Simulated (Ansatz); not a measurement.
Take WSi$_{2}$ (space group I4/mmm, No. 139; a = 3.1853 Å, c = 7.7731 Å; relaxed with 0.1 eV smearing) as the base.

Structures relaxed with LDA (Ansatz, a quantum-chemistry and plane-wave program), without spin-orbit coupling.

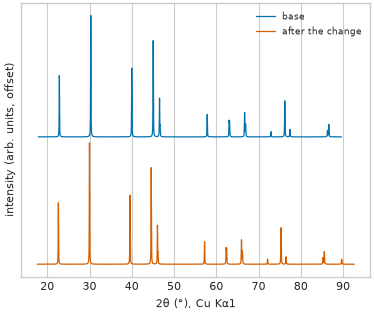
Figure: Simulated powder patterns before (top) and after one change

Question: Which of these changes matches the shifts?
A. isotropic strain −1.00 %
B. isotropic strain +1.50 %
C. isotropic strain +0.50 %
D. isotropic strain +1.00 %

Answer: D, isotropic strain +1.00 %. Its volume per atom is 13.54 Å³ against 13.14 Å³, and its space group is I4/mmm (No. 139).

Whether these cells are dynamically stable was not tested. The final runs are not spin-polarised.
